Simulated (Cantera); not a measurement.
Feed: 1 mol HMDSO, 6.9 mol NO, 5.2 mol N2, held at 1330 Pa.

Method: chemical equilibrium by Gibbs-energy minimisation in Cantera with the NASA 1993 tables (ideal gas, pure condensed phases). Candidate condensed phases: C, C6H6, C7H8, C8H18, H2O, Si, SiC, SiO2, Si2N2O, Si3N4; 151 gas species. The feed counts by its element totals alone. Mutual solubility and eutectic melting of coexisting phases are not modelled. The tables hold silica as quartz up to 1696 K and as liquid above; real silica turns to tridymite and cristobalite and melts near 1996 K. Equilibrium is a limit: real reactors are often held back by kinetics, nucleation or transport.

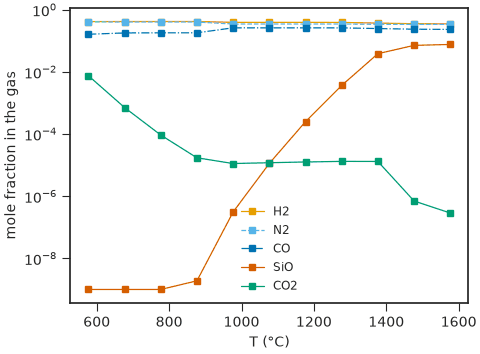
*Equilibrium gas composition (values under 1e-9 drawn at 1e-9)*

Question: Read off the mole fractions at 1577 °C.

Answer: H2 about 0.35, N2 about 0.34, CO about 0.23, SiO about 0.076, CO2 about 2.9e-7.
